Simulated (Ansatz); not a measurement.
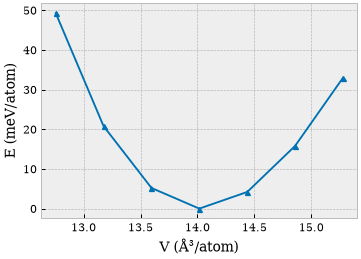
Figure: Fe3Ge2 in space group P-3m1 (No. 164; Fe on 2d, Fe on 1b, Ge on 2d) under volume change, plane-wave PAW r²SCAN (Ansatz code), shape and atoms relaxed at each volume.

Problem. What does a third-order Birch–Murnaghan fit give for V₀, B₀ and B′?

Solution. V₀ = 14.02 Å³/atom, B₀ = 111 GPa, B′ = 5.3.

The workflow started from a Materials Project entry (that database holds measured and hypothetical structures alike); the Crystallography Open Database copy checked does not list it. Its standing as an ambient phase is unchecked. Symmetry was held in the r²SCAN relaxation; whether a distortion lowers the energy is not shown. The final state is ferromagnetic, chosen from 5 collinear starts compared on coarse meshes (ties went to the first, and starts can fall back to one state), not a proven ground state. Other orbital occupations within this spin state were not tried.

Potentials: the later of the program's two PAW sets.
